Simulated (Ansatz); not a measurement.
A series of calculations on C₂H₄BClO

### Relaxation

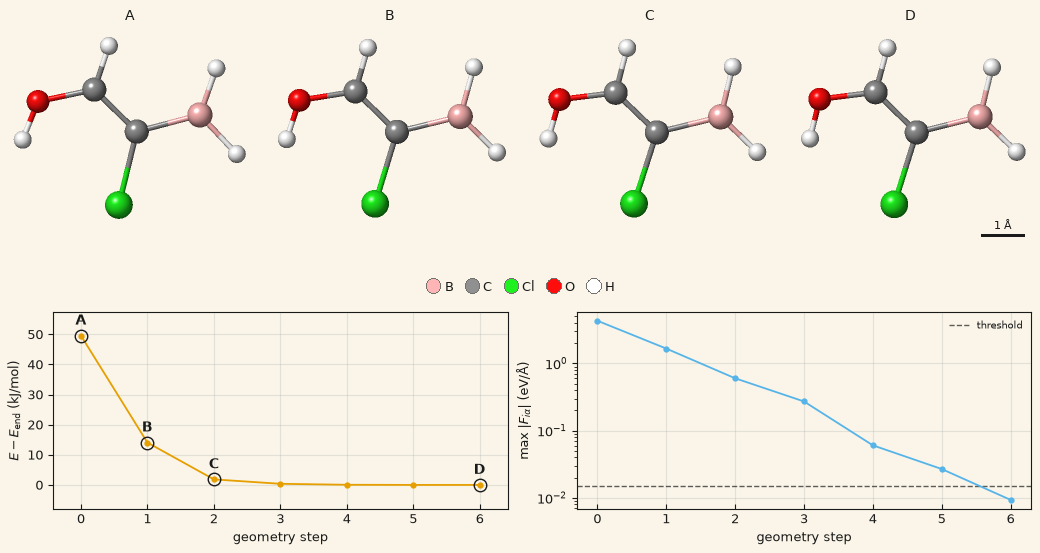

Frames of a relaxation of C₂H₄BClO, marked on the history of the run. Style: ball-and-stick. Shown face on.

The run prepares an end point of a later path (torsion) calculation, from a guessed geometry.

Computed with Ansatz 0.2.0, RHF/6-31G*.

Input file:
```yaml
crystal:
  periodic: [false, false, false]
  atoms:
    - { symbol: B, position_ang: [-1.4437, 0.347, 0.6312] }
    - { symbol: C, position_ang: [-0.2187, 0.158, -0.2577] }
    - { symbol: Cl, position_ang: [-0.2913, 0.7255, -1.9358] }
    - { symbol: C, position_ang: [0.9356, -0.4345, 0.2571] }
    - { symbol: O, position_ang: [2.0247, -0.681, -0.497] }
    - { symbol: H, position_ang: [-2.4387, 0.943, 0.1557] }
    - { symbol: H, position_ang: [-1.497, 0.0379, 1.75] }
    - { symbol: H, position_ang: [0.8898, -0.7617, 1.2852] }
    - { symbol: H, position_ang: [2.1277, -0.3805, -1.4058] }
basis:
  gaussian: { orbitals: "6-31G*" }
hamiltonian:
  xc: hf
relax:
  f_tol: 0.015
  max_steps: 40
```

Run as
```bash
ansatz run input.yaml --threads 1 --pin off --max-ram 2048MiB --backend cpu --events-out ev --progress --plain --runs-dir out
```

**Describe the path.**

Over 6 geometry steps the energy falls by 49.6 kJ/mol. Largest force component: 4.3 eV/Å at the start, 0.0093 eV/Å at the end. The atom that moves furthest after the best rigid fit is H9 (0.17 Å). Largest moves by element: H 0.17 Å, Cl 0.11 Å, O 0.08 Å, C 0.07 Å, B 0.05 Å. Among the contacts that change: B1–H6 1.254 → 1.186 Å, C2–C4 1.396 → 1.341 Å, C4–O5 1.347 → 1.316 Å, B1–H7 1.162 → 1.191 Å. Bond angles that change, for instance: C4–O5–H9 123.9° → 111.1°, O5–C4–H8 120.8° → 112.2°, C2–B1–H7 124.4° → 117.8°. Cost: 17 s on 1 thread of Intel(R) Xeon(R) Platinum 8488C (Sapphire Rapids) (shared host), peak memory 0.17 GiB. From step 0 to 1: C4 moves most (0.11 Å), energy −35.5 kJ/mol. From step 1 to 2: C4 moves most (0.08 Å), energy −12.2 kJ/mol. From step 2 to 6: H9 moves most (0.04 Å), energy −1.85 kJ/mol.

### Relaxation

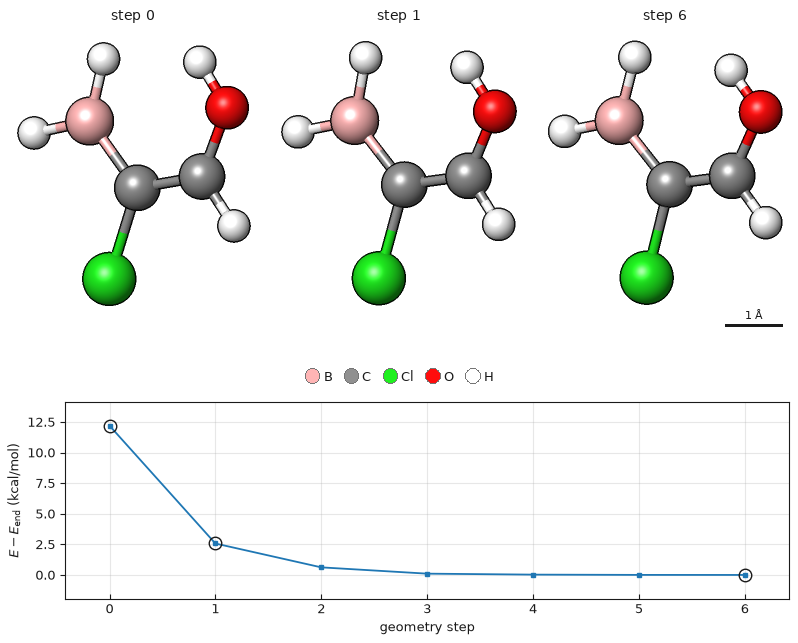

Frames of a relaxation of C2H4BClO, marked on the history of the run. Style: ball-and-stick. Shown from a free direction.

The run prepares an end point of a later path (torsion) calculation, from a guessed geometry.

These are results of RHF/6-31G* (Ansatz), not measurements.

Input file:
```yaml
crystal:
  periodic: [false, false, false]
  atoms:
    - { symbol: B, position_ang: [-1.4437, 0.347, 0.6312] }
    - { symbol: C, position_ang: [-0.2187, 0.158, -0.2577] }
    - { symbol: Cl, position_ang: [-0.2913, 0.7255, -1.9358] }
    - { symbol: C, position_ang: [0.9356, -0.4345, 0.2571] }
    - { symbol: O, position_ang: [1.04908, -0.80528, 1.54753] }
    - { symbol: H, position_ang: [-2.4387, 0.943, 0.1557] }
    - { symbol: H, position_ang: [-1.497, 0.0379, 1.75] }
    - { symbol: H, position_ang: [1.77554, -0.51493, -0.41682] }
    - { symbol: H, position_ang: [0.32167, -0.78528, 2.17786] }
basis:
  gaussian: { orbitals: "6-31G*" }
hamiltonian:
  xc: hf
relax:
  f_tol: 0.015
  max_steps: 40
```

Command:
```bash
ansatz run input.yaml --threads 1 --pin off --max-ram 2048MiB --backend cpu --events-out ev --progress --plain --runs-dir out
```

Q: Describe the path.

A: H9 moves most after the best rigid fit: 0.15 Å. Largest moves by element: H 0.15 Å, Cl 0.12 Å, O 0.10 Å, B 0.07 Å, C 0.06 Å. Near-neighbour distances that change, for instance: B1–H6 1.254 → 1.184 Å, C2–C4 1.396 → 1.343 Å, B1–H7 1.162 → 1.196 Å, C4–O5 1.347 → 1.321 Å. Bond angles that change, for instance: C4–O5–H9 123.9° → 111.5°, O5–C4–H8 120.8° → 111.2°, Cl3–C2–C4 121.3° → 115.4°. After 6 geometry steps the energy has fallen by 12.2 kcal/mol. The largest force component goes from 3.8 to 0.011 eV/Å. From step 0 to 1: Cl3 moves most (0.12 Å), energy −9.63 kcal/mol. From step 1 to 6: H9 moves most (0.09 Å), energy −2.57 kcal/mol.

```csv
step,"E − E(0), kcal/mol","largest force component, eV/Å"
0,0.00,3.8277
1,-9.63,1.4629
2,-11.58,0.9236
3,-12.10,0.2522
4,-12.18,0.0892
5,-12.20,0.0348
6,-12.20,0.0109
```

### Path

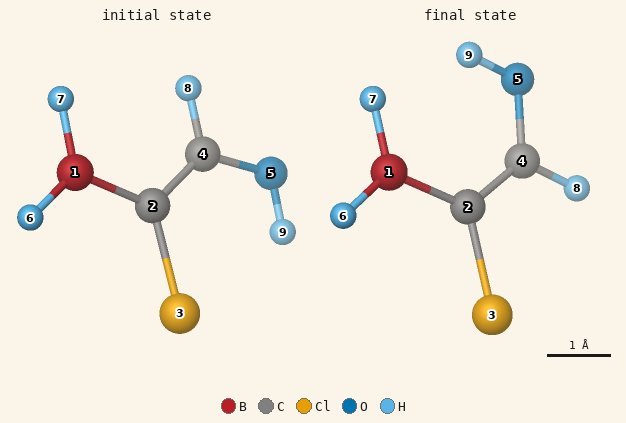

The two relaxed end points of a path for C$_{2}$H$_{4}$BClO. A ball-and-stick model, seen from a free direction.

These are results of Ansatz 0.2.0, RHF/6-31G*, not measurements.

Set-up: 7 movable images; climbing image; force threshold 0.05 eV/Å; iteration limit 60.

Start:
```xyz
9

B    -1.4496    0.3845    0.6051
C    -0.2200    0.1717   -0.2715
Cl   -0.1893    0.6974   -1.9591
C     0.8843   -0.4210    0.2063
O     2.0123   -0.6699   -0.4232
H    -2.4298    0.9103    0.1937
H    -1.3998    0.0031    1.7322
H     0.9058   -0.7546    1.2251
H     1.9745   -0.3678   -1.3256
```

End:
```xyz
9

B    -1.2179    0.3114    0.5451
C    -0.1878    0.2576   -0.5805
Cl   -0.5916    0.9227   -2.1645
C     1.0435   -0.2686   -0.4722
O     1.5735   -0.8226    0.6041
H    -2.2902    0.7898    0.3933
H    -0.9411   -0.1415    1.6169
H     1.7332   -0.2822   -1.2951
H     0.9667   -0.8130    1.3357
```

> Predict the minimum-energy path and its barrier.

Forward barrier 225.1 kJ/mol, backward barrier 204.0 kJ/mol, with image 4 at the top; the reaction energy is +21.1 kJ/mol. The motion is a rotation about the C2–C4 bond by about 180°. No bond forms or breaks between the ends. Among the angles between lasting bonds that change up to the highest image: Cl3–C2–C4 117.2° → 107.6°, B1–C2–Cl3 121.4° → 129.2°. The band is converged.

Energies of the converged images:

```csv
image,path (Å),E (kJ/mol)
0,0.00,0.0
1,0.70,14.9
2,1.40,63.1
3,2.10,153.3
4,2.81,225.1
5,3.53,164.3
6,4.25,81.8
7,4.97,36.3
8,5.69,21.1
```

The geometry at the top of the path:

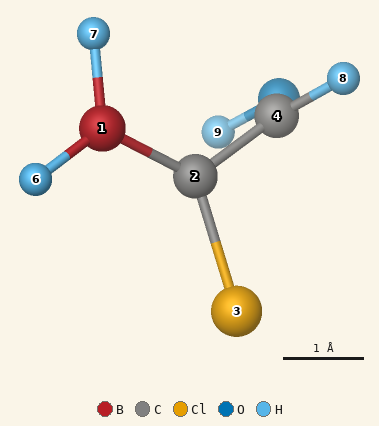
